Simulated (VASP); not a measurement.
Band structure of WC (wc). Method: PBEsol GGA, VASP's PBE PAW potentials (set 64) (plane waves; VASP 6.6.1).

Unless said otherwise, spin-orbit coupling is left out, though it shifts the bands of the heavy elements here.

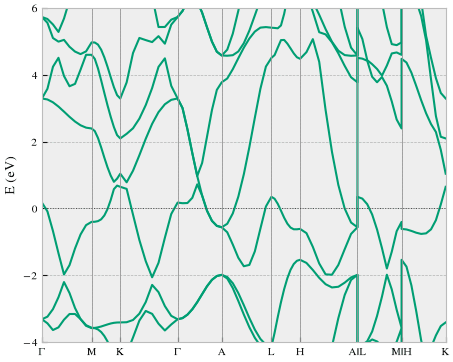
Bands along high-symmetry lines, zero at the valence-band maximum or, without a gap, the Fermi level

### Question
Read the plot: is there a gap, and where are the band edges?

### Answer
It has no gap at this level: it comes out as a metal or semimetal. (Edges off the drawn lines would not show.)

The compound is WC in the wc structure. It was relaxed first.
